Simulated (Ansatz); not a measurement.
## Fields on a plane of Hf (hcp, Mg type)

```yaml
crystal:
  lattice:
    - [3.19784, 0.00000, 0.00000]
    - [-1.59892, 2.76941, 0.00000]
    - [0.00000, 0.00000, 5.04744]
  atoms:
    - { symbol: Hf, position: [0.33333, 0.66667, 0.75000] }
    - { symbol: Hf, position: [0.66667, 0.33333, 0.25000] }
```

The slice is a (0001) plane (indices of the conventional cell) through the point (0.667, 0.333, 0.250) (fractional), spanned by u = [110] and v = [1 -1 0] in vectors of this cell: u (3.20 Å) and v (5.54 Å, at 90° to u). It covers one period; positions are fractions (u, v).

Atoms on it: Hf at (0.00, 0.00); Hf at (0.50, 0.50).

Calculation: r2SCAN (plane waves to 500 eV, PAW, scalar-relativistic; Ansatz, an electronic-structure program). k mesh 17×17×9. These are valence fields of a PAW run, semicore shells included where kept as valence: close to a nucleus they are smooth pseudo fields. Hf is run without spin polarisation. Hf was relaxed with its symmetry unable to fall. Spin-orbit coupling is left out, though Hf is heavy. The PAW data are Ansatz's earlier set.

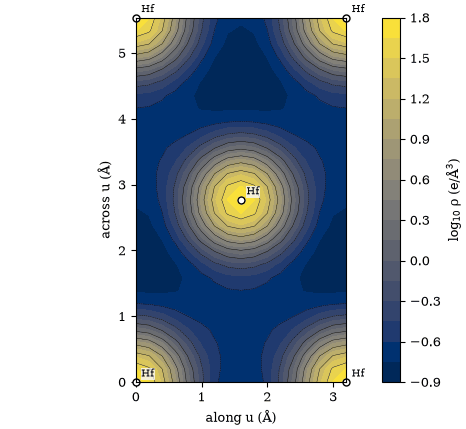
*Log₁₀ of the valence density in e/Å³, one period of the plane, atoms marked. The scale is logarithmic, as a density can span decades between atoms and voids.*

```
|xxxxx  +*+  xxxx|
|xxxxx :+*+: xxxx|
|xxxxx -*#*- xxxx|
|xxxx :+###+: xxx|
|x   :=*#%#*=:   |
|..:=+**###**+=:.|
|*****++===++****|
|@%%#+-.   .-+#%%|
|@@%*-   x   -*%@|
|@@#- xxxxxxx -#@|
|@%+ xxxxxxxxx +%|
|#*- xxxxxxxxx -*|
|*+. xxxxxxxxx .+|
|*= xxxxxxxxxxx =|
|*+  xxxxxxxxx  +|
|*+: xxxxxxxxx :+|
|#*- xxxxxxxxx -*|
|##+: xxxxxxx :+#|
|%#*=:   x   :=*#|
|##**+=:...:=+**#|
|==++*********++=|
|  .-+#%%@%%#+-. |
|x   -*%@@@%*-   |
|xxxx -#@@@#- xxx|
|xxxxx +%@%+ xxxx|
|xxxxx -*#*- xxxx|
|xxxxx .+*+. xxxx|
|xxxxxx =*= xxxxx|
```
Scale: ten equal steps from 0.00 (start of ' ') to 8.97 (end of '@'), in the order ' .:-=+*#%@'. Values: electrostatic potential energy of an electron, from the cell's mean, in eV. The map has 16 points along u (one character each, u = 0 at the left) and 28 along v (v = 0 in the bottom row). Points within 1 Å of a nucleus are blanked (x), as the pseudised field means little there. Values under 0 eV are set to 0. The zero, the cell's mean, hangs on the PAW cores.

- Density on the Hf–Hf line (3.20 Å) at its midpoint: 0.19 e/Å³
- ELF at that point: 0.29
